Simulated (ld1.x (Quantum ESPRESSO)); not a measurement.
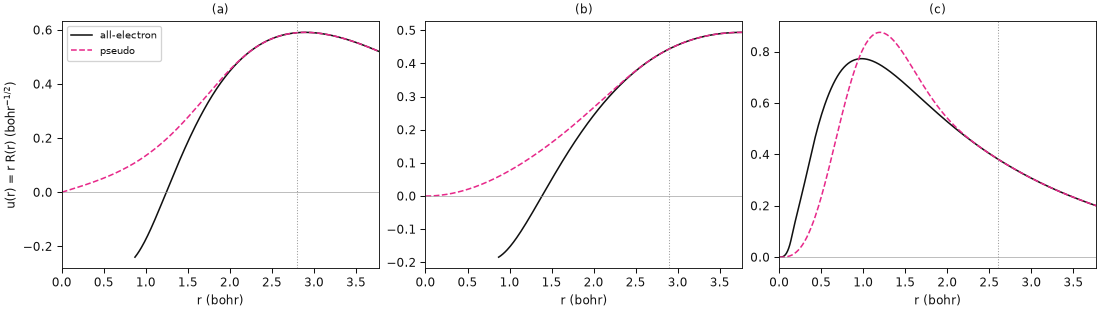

Pseudo-waves (dashed) against the all-electron radial functions (solid). Dotted lines mark the matching radii. The all-electron curves start outside the innermost oscillations, which aren't drawn.

ld1.x (Quantum ESPRESSO) 7.5, PBEsol, scalar-relativistic. The levels are (a) -4.87 eV, (b) -1.78 eV, (c) -4.90 eV.

**Which element and which shells are these?**

Titanium (Ti), core [Ar], valence 3d2 4s1.5 4p0.5 (neutral): (a) 4s, (b) 4p, (c) 3d.

**Are the pseudo-waves norm-conserving?**

Yes. The TM scheme keeps the all-electron norm inside the radius.

The potential isn't sound: its ghost test gives ghost state below the valence levels: s at -11.1 eV.
